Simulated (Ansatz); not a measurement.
# BHClO (SMILES O[B]Cl) at UCCSD(T)/STO-3G

Aim: the vertical ionisation energy of BHClO at UCCSD(T)/STO-3G, from 2 runs. 

Program for the calculation: Ansatz 0.2.0.

62 further runs of the same task are left out: 62 set aside as unsound or not needed.

### 1 The system as given

The species is BHClO (4 atoms), meant as a doublet with charge 0. SMILES: `O[B]Cl`. The coordinates come from a PBE0-D4/def2-TZVP relaxation.

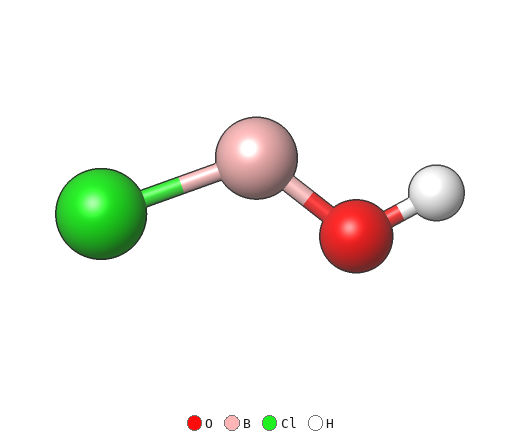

The structure, seen from a chosen angle (oxygen red, boron pink, chlorine green, hydrogen white).

### 2 A single-point energy at UCCSD(T)/STO-3G

The input, molecule.yaml:

```yaml
crystal:
  periodic: [false, false, false]
  atoms:
    - symbol: O
      position_ang: [0.545600, 0.191100, -0.589300]
    - symbol: B
      position_ang: [-0.429900, 0.065600, 0.312600]
    - symbol: Cl
      position_ang: [-0.557200, -1.323200, 1.352900]
    - symbol: H
      position_ang: [0.497000, 1.006200, -1.096500]
basis:
  gaussian: {orbitals: STO-3G}
magnetization: {spin_polarized: true, initial_magnetization: 1}
correlation: {method: ccsd_t, frozen_orbitals: {B: 1, Cl: 5, H: 0, O: 1}}
accuracy: high
scf: {omitted_lower_state_checks: [cluster_reference, increment]}
```

Launch:

```
$ ansatz run molecule.yaml --threads 1 --pin off --max-ram 2610MiB --events-out events.jsonl --progress --plain --runs-dir runs
```

What it wrote, cut to the lines that bear on the results:

```text
Warning: RAYON_NUM_THREADS=1 ignored (pool sized by the plan → 1); use --threads N
Functional definition: HF
  name "HF"
[...]
349 factors; integrals over basis functions are off by at most 3.1e-8 eV
[...]
mean field -15058.52107995 eV, -553.3904426559 hartree, gradient 1.3e-8 eV, S^2 0.755118; 0 other end points of the search recorded, 0 dependent functions left out
7 core orbitals not correlated: weight in the atoms' cores, before any rotation towards them, 1.000 or more for the frozen orbitals, at most 0.000 for the correlated occupied ones
reference -15058.52107995 eV, -553.3904426559 hartree; 9, 8 occupied and 4, 5 virtual orbitals, 349 factors
second order -2.07994215 eV of doubles, -0.00000000 eV of singles
cycle   1  -2.28110651 eV  change   -2.0e-1 eV  update   8.0e-2
[...]
cycle  23  -2.53038868 eV  change   9.4e-10 eV  update   1.0e-9
perturbative correction -0.11683603 eV, -0.0042936448 hartree
Total energy: -15061.16830466 eV, -553.4877263696 hartree
Checks for a lower state left out: cluster_reference, increment
```

Wall time 0.26 s (1 thread of Arm Neoverse V1, shared host).

### 3 The singlet cation, same level

The input, input.yaml:

```yaml
crystal:
  periodic: [false, false, false]
  atoms:
    - {symbol: O, position_ang: [0.545600, 0.191100, -0.589300]}
    - {symbol: B, position_ang: [-0.429900, 0.065600, 0.312600]}
    - {symbol: Cl, position_ang: [-0.557200, -1.323200, 1.352900]}
    - {symbol: H, position_ang: [0.497000, 1.006200, -1.096500]}
basis:
  gaussian: {orbitals: STO-3G}
total_charge: 1
correlation: {method: ccsd_t, frozen_orbitals: {B: 1, Cl: 5, H: 0, O: 1}}
accuracy: high
scf: {omitted_lower_state_checks: [cluster_reference, increment]}
```

Launch:

```
$ ansatz run input.yaml --threads 1 --pin off --max-ram 2610MiB --events-out events.jsonl --progress --plain --runs-dir runs
```

What it wrote, cut to the lines that bear on the results:

```text
Warning: RAYON_NUM_THREADS=1 ignored (pool sized by the plan → 1); use --threads N
[... 2 set-up lines as earlier in the session ...]
[...]
349 factors; integrals over basis functions are off by at most 3.1e-8 eV
[...]
mean field -15051.52730708 eV, -553.1334262435 hartree, gradient 8.7e-9 eV, S^2 0.000000; 0 other end points of the search recorded, 0 dependent functions left out
7 core orbitals not correlated: weight in the atoms' cores, before any rotation towards them, 1.000 or more for the frozen orbitals, at most 0.000 for the correlated occupied ones
reference -15051.52730708 eV, -553.1334262435 hartree; 8, 8 occupied and 5, 5 virtual orbitals, 349 factors
second order -3.26212848 eV of doubles, -0.00000000 eV of singles
cycle   1  -3.23947164 eV  change    2.3e-2 eV  update   1.4e-1
[...]
cycle  22  -3.65988374 eV  change   4.0e-10 eV  update  7.6e-10
perturbative correction -0.28172685 eV, -0.0103532708 hartree
Total energy: -15055.46891767 eV, -553.2782777610 hartree
Checks for a lower state left out: cluster_reference, increment
```

Wall time 0.18 s (1 thread of Arm Neoverse V1, shared host).

### 4 What came out

At UCCSD(T)/STO-3G, 7 core orbitals frozen:

| quantity | value |
| --- | --- |
| doublet BHClO: total energy | -553.48773 Eh |
| doublet BHClO: correlation energy (7 core orbitals frozen) | -97.3 mEh |
| doublet BHClO: (T) correction | -4.29 mEh |
| doublet BHClO: ⟨S²⟩ of the reference determinant | 0.755 |
| doublet BHClO: T1 diagnostic | 0.018 |
| singlet cation: total energy | -553.27828 Eh |
| singlet cation: correlation energy (7 core orbitals frozen) | -144.9 mEh |
| singlet cation: (T) correction | -10.35 mEh |
| singlet cation: T1 diagnostic | 0.029 |
| vertical ionisation energy (to the singlet cation) | 5.699 eV |

**Reading.** The vertical ionisation energy comes to 5.70 eV (550 kJ/mol). Only the singlet of the ionised species was computed; a triplet could lie lower. In a minimal basis such a difference can be off by several eV, whatever the method. The triples (doublet BHClO) make up 4.4 % of the correlation energy. The T1 diagnostic (singlet cation) of 0.029 is above the customary mark for such species, so a single reference may not serve. The triples (singlet cation) make up 7.1 % of the correlation energy.
